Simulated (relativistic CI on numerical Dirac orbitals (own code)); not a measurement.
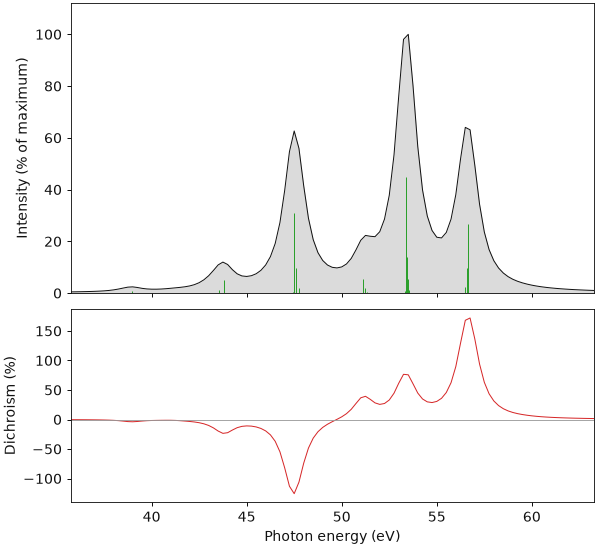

Figure 1. M₂,₃ X-ray absorption of V³⁺ (vanadium, Z = 23), [Ar] 3d², in no crystal field (free ion). Sticks are the strongest transitions, on a scale of their own. Multiplet model: relativistic Dirac–Coulomb–Breit theory, one configuration a step, Slater integrals scaled by 0.9, 300 K, Voigt broadening (Lorentzian 1.2 eV, Gaussian 0.3 eV full widths), computed with a radial Dirac CI code. Dichroism is for the ground state at zero temperature, magnetised by an exchange field of 10 meV on Sz. The main maxima lie at 43.8 eV (12), 47.5 eV (63), 53.4 eV (100) and 56.6 eV (64), heights in % of the largest; the centroid is at 52.1 eV. The ground state has S = 1.00. The circular dichroism (Δm = −1 less Δm = +1) is largest at 56.8 eV, 172 % of the isotropic maximum. The magnetised ground state has ⟨Lz⟩ = 2.79 and ⟨Sz⟩ = −0.79.

**V³⁺: relativistic CI calculation**

V³⁺. Computed at this level: Dirac-Coulomb-Breit CI, KLI orbitals optimised for each configuration, model QED (radiative potential, 1s self-energy scaled to tabulated hydrogen-like ionisation energies), valence Slater integrals scaled by 0.9, multiplet model of core-to-valence dipole absorption (relativistic CI on numerical Dirac orbitals, in-house).

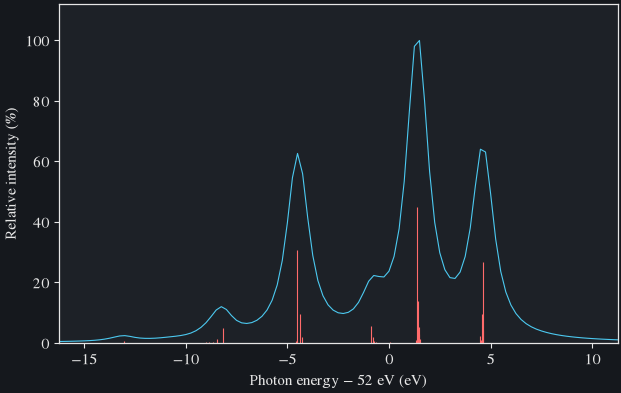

Figure 2.  The ground state has S = 1.00.

These pictures come from the run below.

### The input
```
atom V  Z=23  charge=3  electrons=20
nucleus A=51  rms_radius_fm=3.6002
hamiltonian dirac-coulomb  breit=on  qed=on  c_scale=1
orbitals kli  potential=per-configuration
slater_scale 0.9
correlation none
mixing on
configurations
  [Ar] 3d2
  [Ne] 3s2 3p5 3d3
end
absorption M2,3 T=300 lorentz=1.2 gauss=0.3
crystal_field free
```

The program writes its results to a structured record and prints no log; tables and figures of this report are taken from that record.

### Results in brief

- outcome: converged
- hardware: 1 CPU thread, shared host

### Remarks

Caveats: free-ion energies, so absolute edge positions are off by a few eV from solids; core and valence shell share one n, so the strongest features autoionise and are far broader and can lie several eV off in experiment.
